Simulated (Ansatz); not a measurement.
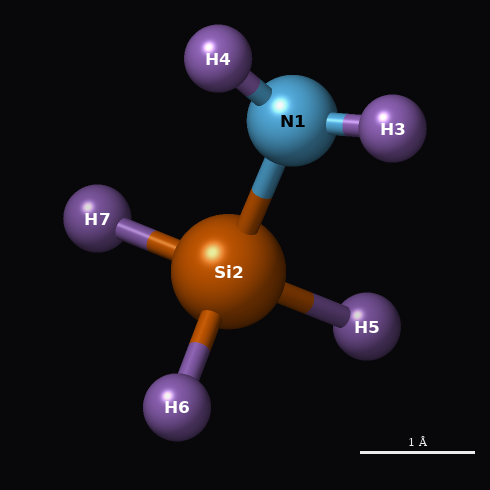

Simulated data, not a measurement (program: Ansatz).

Geometry: moved along internal coordinates away from the minimum.

Which atoms are bonded, and how long are the bonds?

```csv
bond,length (Å),order
N1–Si2,1.720,single
N1–H3,1.007,single
N1–H4,1.007,single
Si2–H5,1.633,single
Si2–H6,1.494,single
Si2–H7,1.486,single
```
